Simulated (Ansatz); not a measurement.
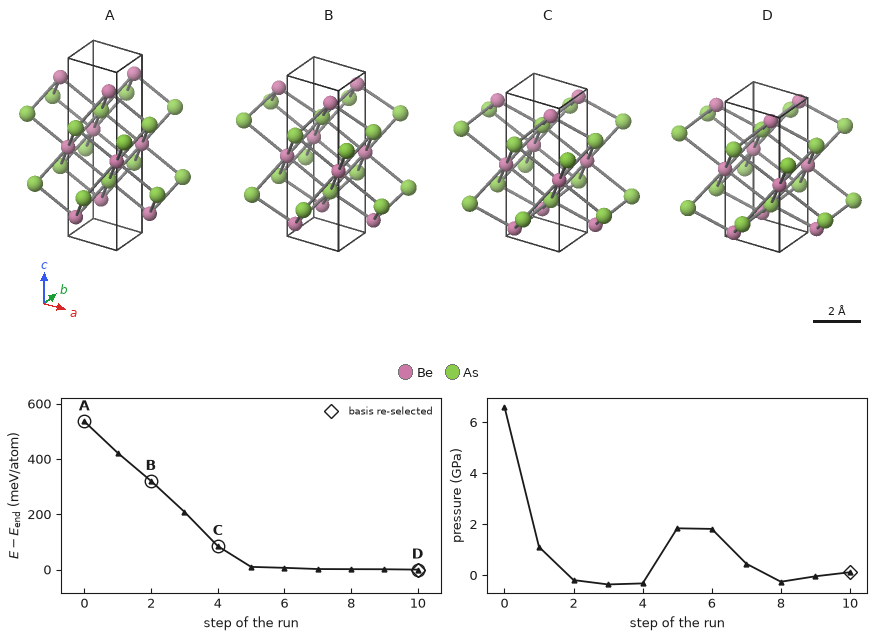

Frames of a relaxation of a crystal of Be$_{3}$As$_{2}$ (a generated structure, set up in P-3m1) (coarse preliminary run), marked on the history of the run. The picture is a ball-and-stick view of the cell of the calculation, seen slightly off an axis.

The calculation used DFT PBE, scalar-relativistic, plane waves, PAW in Ansatz 0.2.0. Set-up: plane-wave cutoff 420 eV; k-point mesh 6 × 6 × 2; occupations gaussian; smearing width 0.1 eV; no spin polarisation; cell and atoms relaxed; force threshold 0.04 eV/Å; at most 70 steps.

What happens along the run?

Answer. The largest moves relative to the cell, 0.40 Å, are those of As atoms. By element the largest moves are As 0.40 Å, Be 0.32 Å. Cell: a = b 3.246 → 3.639 Å (+12.1 %), c 7.950 → 6.004 Å (−24.5 %). Volume −5.0 %. Near-neighbour distances that change, for instance: As–Be 3.975 → 2.286 Å, As–As 3.246 → 3.639 Å, As–Be 2.295 → 2.525 Å. New bonds form: As–Be (3.98 → 2.29 Å). Bond angles that change, for instance: As–Be–As 90.0° → 105.1°, Be–As–Be 90.0° → 105.1°, Be–As–Be 180.0° → 169.9°. The space group stays P-3m1 (No. 164). The energy falls by 536 meV per atom in 9 accepted moves (10 points after the start). Largest force component: 1.1 eV/Å at the start, 0.017 eV/Å at the end. The pressure goes from 6.61 to 0.12 GPa. At 1 point the geometry stayed and the basis and grid were re-selected for the new cell (energy shift of 1.4 meV per atom at most each time). The run took 19 s on 1 thread of Arm Neoverse V1 (shared host), peak memory 0.33 GiB. From step 0 to 2: As atoms move most (0.21 Å), volume +1.2 %, energy −215 meV per atom. From step 2 to 4: As atoms move most (0.15 Å), volume −4.4 %, energy −235 meV per atom. From step 4 to 10: Be atoms move most (0.13 Å), volume −1.9 %, energy −85.2 meV per atom.

```json
{"step": "0", "E − E(0), meV/atom": "0.00", "largest force component, eV/Å": "1.0736", "pressure, GPa": "6.61", "volume, Å³/atom": "14.505", "note": ""}
{"step": "1", "E − E(0), meV/atom": "-113.61", "largest force component, eV/Å": "1.1135", "pressure, GPa": "1.11", "volume, Å³/atom": "14.860", "note": ""}
{"step": "2", "E − E(0), meV/atom": "-215.35", "largest force component, eV/Å": "1.0280", "pressure, GPa": "-0.19", "volume, Å³/atom": "14.683", "note": ""}
{"step": "3", "E − E(0), meV/atom": "-326.71", "largest force component, eV/Å": "1.2033", "pressure, GPa": "-0.36", "volume, Å³/atom": "14.385", "note": ""}
{"step": "4", "E − E(0), meV/atom": "-450.54", "largest force component, eV/Å": "0.9623", "pressure, GPa": "-0.32", "volume, Å³/atom": "14.036", "note": ""}
{"step": "5", "E − E(0), meV/atom": "-525.86", "largest force component, eV/Å": "0.4111", "pressure, GPa": "1.84", "volume, Å³/atom": "13.547", "note": ""}
{"step": "6", "E − E(0), meV/atom": "-529.25", "largest force component, eV/Å": "0.5464", "pressure, GPa": "1.82", "volume, Å³/atom": "13.614", "note": ""}
{"step": "7", "E − E(0), meV/atom": "-533.66", "largest force component, eV/Å": "0.1042", "pressure, GPa": "0.45", "volume, Å³/atom": "13.718", "note": ""}
{"step": "8", "E − E(0), meV/atom": "-534.13", "largest force component, eV/Å": "0.0642", "pressure, GPa": "-0.26", "volume, Å³/atom": "13.822", "note": ""}
{"step": "9", "E − E(0), meV/atom": "-534.43", "largest force component, eV/Å": "0.0178", "pressure, GPa": "-0.04", "volume, Å³/atom": "13.773", "note": ""}
{"step": "10", "E − E(0), meV/atom": "-535.78", "largest force component, eV/Å": "0.0175", "pressure, GPa": "0.12", "volume, Å³/atom": "13.773", "note": "same geometry, new basis"}
```

Limits of the set-up: the k-point mesh is coarse for a cell with partly filled bands.
